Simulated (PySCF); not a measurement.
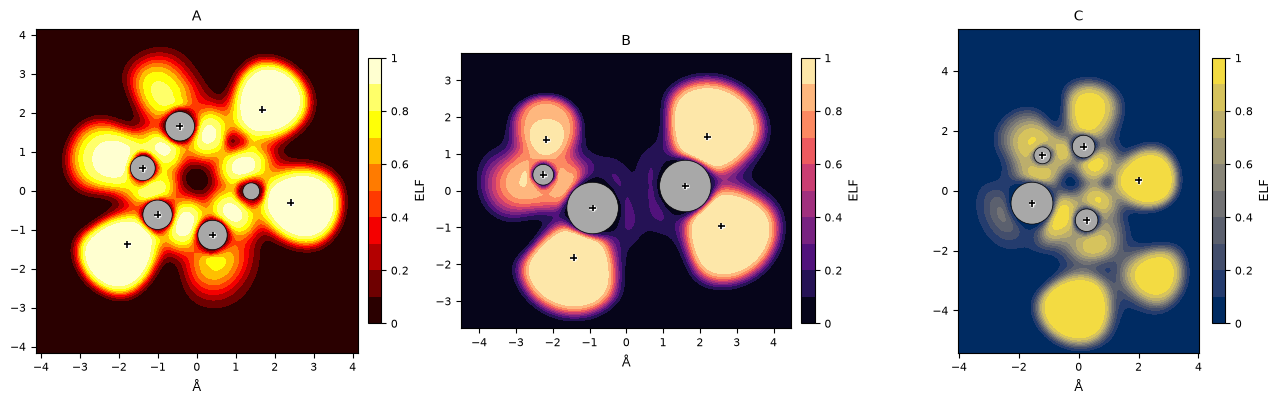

The electron localisation function of 3 systems, each on a plane through atoms (crosses mark nuclei in the plane; grey discs cover the cores).

Computed with PySCF 2.14.0, PBE0/pcSseg-1, SCF density, gas phase, non-relativistic.

System 1: C6H9NO, the plane of atoms C5, N6 and C7. Geometry: GFN2-xTB.

```xyz
17

O     1.9358    0.6386    1.6044
C     1.7114   -0.0735    0.6681
C     0.8197    0.2605   -0.5022
C    -0.0873    1.4504   -0.1875
C    -1.2963    1.0126    0.5905
N    -1.6989   -0.1581    0.7907
C    -0.9914   -1.2843    0.2491
C    -0.0328   -0.9483   -0.8967
H     2.1883   -1.0715    0.5810
H     1.5033    0.5083   -1.3258
H     0.4596    2.1875    0.4050
H    -0.4198    1.9410   -1.1064
H    -1.8896    1.8065    1.0315
H    -0.4467   -1.7450    1.0816
H    -1.7483   -2.0032   -0.0793
H     0.5961   -1.8104   -1.1245
H    -0.6103   -0.6991   -1.7894
```

System 2: H6N2OSi2 (SMILES O[SiH]1N[SiH2]N1), the plane of atoms O1, Si2 and H7. Geometry: GFN2-xTB.

```xyz
11

O     2.3312   -0.3586    0.3797
Si    1.0061    0.1273   -0.4120
N    -0.1544    1.0587    0.4936
Si   -1.5169    0.0305    0.1633
N    -0.3063   -1.0127   -0.5224
H     2.2345   -0.7709    1.2348
H     1.5414    0.6879   -1.6354
H    -0.1225    2.0138    0.7964
H    -2.4743    0.5695   -0.7997
H    -2.1275   -0.5143    1.3721
H    -0.4059   -1.8285   -1.0963
```

System 3: C3H10OSi2, the plane of atoms C2, Si6 and O5. Geometry: GFN2-xTB.

```yaml
atoms:
  - { symbol: Si, position_ang: [2.1906, -0.4418, 0.1998] }
  - { symbol: C, position_ang: [0.3836, 0.0453, 0.4905] }
  - { symbol: C, position_ang: [-0.6100, -0.9814, -0.0614] }
  - { symbol: C, position_ang: [-1.9657, -0.2827, -0.1697] }
  - { symbol: O, position_ang: [-1.7703, 1.0338, -0.6293] }
  - { symbol: Si, position_ang: [-0.2889, 1.6464, -0.3069] }
  - { symbol: H, position_ang: [2.4417, -0.5950, -1.2350] }
  - { symbol: H, position_ang: [2.4658, -1.7219, 0.8642] }
  - { symbol: H, position_ang: [3.0614, 0.5930, 0.7591] }
  - { symbol: H, position_ang: [0.2230, 0.1285, 1.5710] }
  - { symbol: H, position_ang: [-0.2999, -1.2913, -1.0620] }
  - { symbol: H, position_ang: [-0.6838, -1.8727, 0.5636] }
  - { symbol: H, position_ang: [-2.4535, -0.2398, 0.8116] }
  - { symbol: H, position_ang: [-2.6368, -0.7867, -0.8709] }
  - { symbol: H, position_ang: [-0.3988, 2.7561, 0.6354] }
  - { symbol: H, position_ang: [0.3338, 2.0192, -1.5714] }
```

> Which map belongs to which system?

Panel A is system 1, C6H9NO: the plane holds C, N and H. C–N (1.25 Å): the ELF peaks at about 0.90 between the atoms (a multiple bond). Panel B is system 2, H6N2OSi2: the plane holds O, Si and H. Si–O (1.62 Å): the ELF peaks at about 0.85 between the atoms: a short, strongly polar bond. Panel C is system 3, C3H10OSi2: the plane holds C, O, Si and H. C–O (1.41 Å): the ELF peaks at about 0.90 between the atoms, as expected for a shared but strongly polarised pair.
